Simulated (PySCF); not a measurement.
Run report: C4H7NO2, excited-state calculation

System: C4H7NO2, SMILES C=NCOC(C)=O.
Method: TDDFT CAM-B3LYP/def2-SVPD, vertical, gas phase, core orbitals frozen in the response (PySCF 2.14.0).

The geometry comes from this level: GFN2-xTB. It belongs to a series of runs on one base structure; here: H on C replaced by N=CH2.

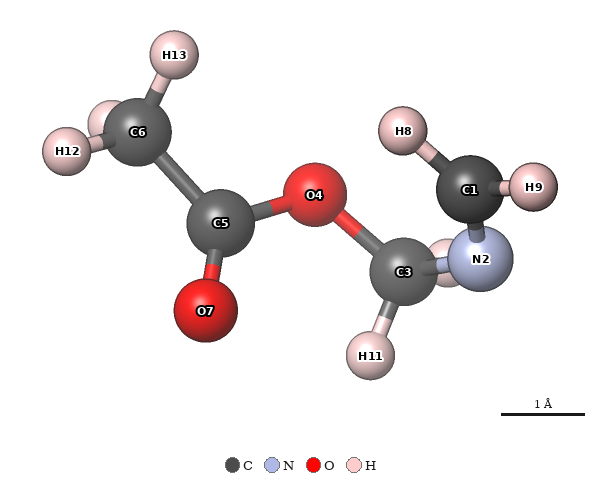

**Figure 1.** The input geometry (ball-and-stick view, seen at a tilt; atoms are numbered from 1 in the order of the input). Bond lengths as drawn: C–C 1.51 Å, C–H 1.08 to 1.10 Å, C–N 1.25 to 1.41 Å and C–O 1.20 to 1.43 Å.

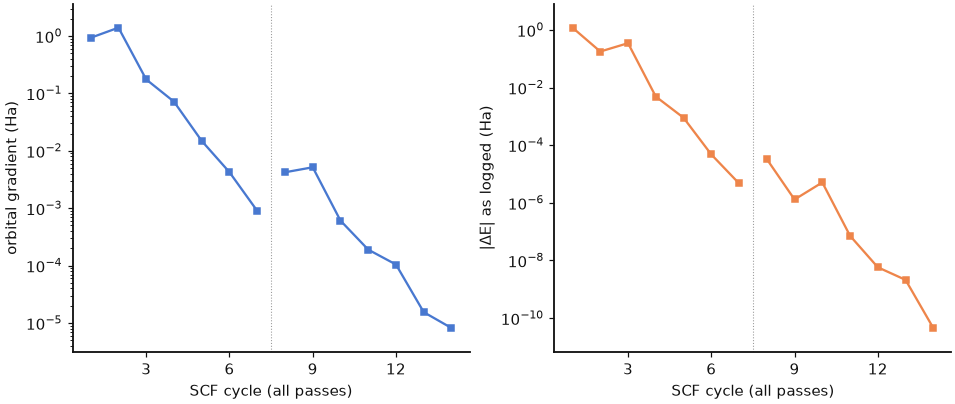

**Figure 2.** Convergence of the self-consistent field: orbital gradient and size of the energy change against the SCF cycle. The dotted line marks the change from a coarse to the final integration grid. The first 7 cycles use a coarse grid, the final grid takes over at cycle 8, and the field converges after 14 cycles in all.

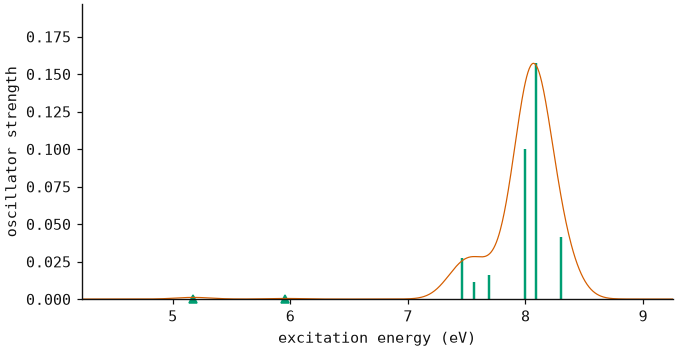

**Figure 3.** Computed excitations as sticks (degenerate states added up, dark ones marked on the axis), with a Gaussian envelope of 0.35 eV full width at half maximum, scaled to the tallest. Of the 8 states the lowest lies at 5.18 eV (f = 0.002); the strongest line is at 8.09 eV, or 153 nm (f = 0.157).

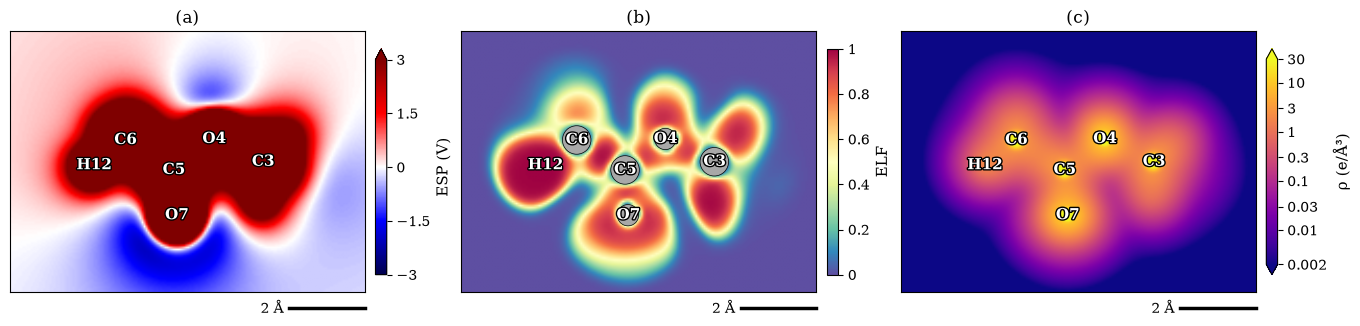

**Figure 4.** (a) molecular electrostatic potential; (b) ELF; (c) total electron density on the plane of atoms O4, C5 and C6. Grey discs, where drawn, cover atomic cores. Atoms in the plane: C, O and H. C–O (1.20 Å): ρ is about 3.4 e/Å³ halfway; the ELF peaks at about 0.90 between the atoms; a multiple bond by its length, whose ELF region spreads away from the axis.

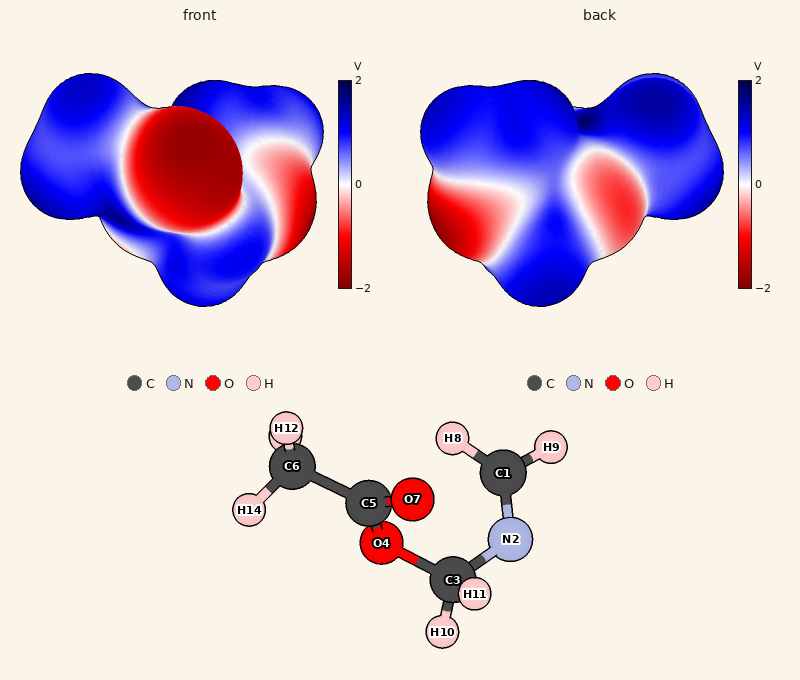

**Figure 5.** The molecular electrostatic potential painted on the density surface at 0.004 e/bohr³, seen at a tilt and from behind; red is negative and blue positive. The bare structure is drawn below in the same view. A positive charge is drawn to the negative regions and a negative charge to the positive ones. Its dipole moment is 2.64 D.

These pictures come from the run below.

The input:
```
{"job": {"kind": "uv", "xc": "CAM-B3LYP", "basis": "def2-SVPD", "nstates": 8, "ntriplets": 3}, "charge": 0, "multiplicity": 1}
C     -1.999548     1.087401     0.416682
N     -2.172818     0.110993    -0.346348
C     -1.188550    -0.872018    -0.598232
O      0.024656    -0.769908     0.153062
C      1.046353    -0.101371    -0.407848
C      2.226091    -0.055385     0.525936
O      1.011772     0.372871    -1.509858
H     -1.087283     1.292994     0.981261
H     -2.815144     1.785210     0.529902
H     -1.618350    -1.848921    -0.354128
H     -0.956425    -0.833993    -1.671487
H      2.982870     0.610984     0.123970
H      1.908291     0.278111     1.510081
H      2.637407    -1.057441     0.624841
```

The first line tells a small driver script what to run in PySCF; the rest is the geometry in Å.

Launch command:
```bash
OMP_NUM_THREADS=1 python <driver script> task.json out
```

Output:
```
coarse grid: 11920 points
cycle   1  E = -361.1698187405  dE =  1.194e+00  |g| = 9.302e-01  |ddm| = 5.668e+00
cycle   2  E = -360.9924395527  dE =  1.774e-01  |g| = 1.395e+00  |ddm| = 2.755e+00
cycle   3  E = -361.3382599510  dE = -3.458e-01  |g| = 1.749e-01  |ddm| = 1.792e+00
cycle   4  E = -361.3431152740  dE = -4.855e-03  |g| = 7.173e-02  |ddm| = 2.225e-01
cycle   5  E = -361.3440087457  dE = -8.935e-04  |g| = 1.488e-02  |ddm| = 8.206e-02
cycle   6  E = -361.3440562749  dE = -4.753e-05  |g| = 4.239e-03  |ddm| = 2.653e-02
cycle   7  E = -361.3440609752  dE = -4.700e-06  |g| = 8.995e-04  |ddm| = 8.591e-03
final grid: 115848 points
cycle   8  E = -361.4192097938  dE = -3.281e-05  |g| = 4.224e-03  |ddm| = 6.932e-02
cycle   9  E = -361.4192084938  dE =  1.300e-06  |g| = 5.164e-03  |ddm| = 1.408e-02
cycle  10  E = -361.4192135798  dE = -5.086e-06  |g| = 6.081e-04  |ddm| = 6.882e-03
cycle  11  E = -361.4192136512  dE = -7.143e-08  |g| = 1.899e-04  |ddm| = 1.005e-03
cycle  12  E = -361.4192136570  dE = -5.776e-09  |g| = 1.045e-04  |ddm| = 3.364e-04
cycle  13  E = -361.4192136591  dE = -2.111e-09  |g| = 1.548e-05  |ddm| = 1.163e-04
cycle  14  E = -361.4192136592  dE = -4.502e-11  |g| = 8.189e-06  |ddm| = 3.827e-05
converged SCF energy = -361.4192136592

Static polarisability (au): isotropic 62.449, principal 54.506 63.337 69.505

Singlet excitations
state   eV       nm        f      main configurations
  1   5.1759    239.5   0.00179   H->L 0.94
  2   5.9516    208.3   0.00066   H-1->L+2 0.85, H->L+2 0.08
  3   7.4593    166.2   0.02722   H->L+2 0.54, H->L+1 0.29
  4   7.5664    163.9   0.01170   H->L+1 0.44, H->L+2 0.26, H-1->L 0.09
  5   7.6855    161.3   0.01599   H-1->L 0.73, H-1->L+1 0.09
  6   7.9941    155.1   0.10033   H-1->L+1 0.50, H-2->L 0.29, H-1->L 0.09
  7   8.0936    153.2   0.15713   H-2->L 0.60, H-1->L+1 0.24
  8   8.3004    149.4   0.04135   H-3->L 0.79, H-3->L+2 0.11

Triplet excitations (Tamm-Dancoff, eV): 4.3601 5.0162 5.4303
```

Key numbers:

```csv
quantity,value
outcome,converged
total energy,−361.419214 hartree
HOMO,−9.16 eV
LUMO,0.63 eV
dipole moment,2.64 D
mean polarisability,62.45 a.u.
lowest singlet excitation,5.18 eV
hardware,"1 CPU thread, shared host"
wall time,85 s
peak memory,0.91 GiB
```
